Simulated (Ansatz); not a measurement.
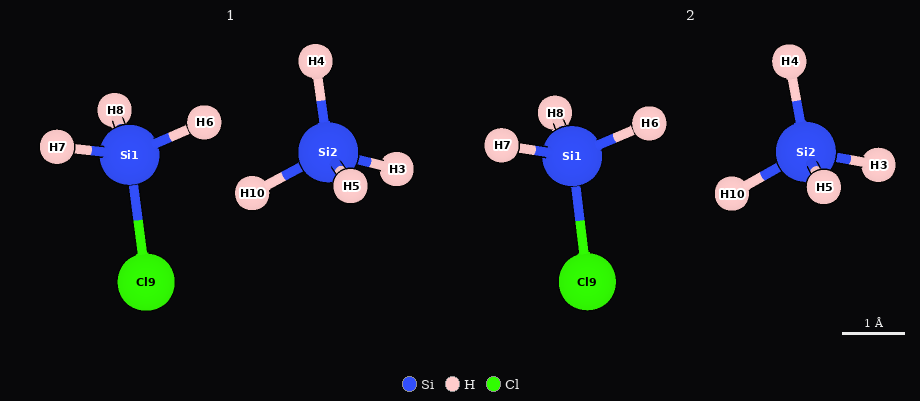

Two geometries of Si₂H₇Cl, drawn at one scale. One is the start of a relaxation, the other its converged end. The picture is a ball-and-stick view, seen at a tilt.

Computed with RKS B3LYP-D4/def2-SVP in Ansatz. Set-up: no spin polarisation; force threshold 0.03 eV/Å; at most 50 steps.

> Which geometry has the lower energy?

Structure 2 is the relaxed one. The run prepares an end point of a later path (reaction) calculation, from a guessed geometry. H10 moves most after the best rigid fit: 0.39 Å. By element the largest moves are H 0.39 Å, Cl 0.33 Å, Si 0.31 Å. Near-neighbour distances that change, for instance: Si1–Si2 3.434 → 4.045 Å, Si1–Cl9 2.112 → 2.079 Å, Si2–H10 1.470 → 1.489 Å, Si1–H6 1.482 → 1.487 Å. The energy falls by 16.4 kJ/mol in 5 geometry steps. The largest force component goes from 0.55 to 0.011 eV/Å. Cost: 4.6 s on 2 threads of AMD EPYC 9R45 96-Core Processor (Zen 5), on a shared host, peak memory 0.19 GiB.

Limits of the set-up: the start holds two separate molecules, 2.6 Å apart at their closest, whose relative position is a soft coordinate.
